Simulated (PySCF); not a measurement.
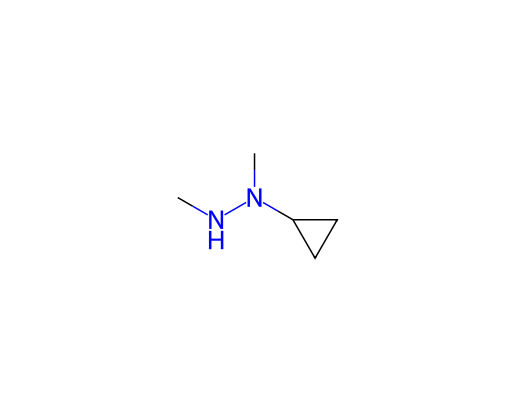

The computed structure is the end point of a GFN2-xTB optimisation. No frequency run is at hand to confirm it as a minimum. Properties computed with CAM-B3LYP/def2-SVPD, gas phase (PySCF 2.14.0). Excitations: vertical, linear response.

Predict the main results.

The species is C5H12N2 (`CNN(C)C1CC1`).
- dipole moment: 1.35 D
- HOMO energy (Kohn–Sham orbital): −7.81 eV
- LUMO energy (Kohn–Sham orbital): 1.55 eV
- HOMO–LUMO gap: 9.36 eV
- mean static polarisability: 76.8 bohr³
- lowest vertical singlet excitation: 6.26 eV
- its oscillator strength: 0.014
- brightest of the 8 lowest singlets: 6.71 eV
- its oscillator strength: 0.07
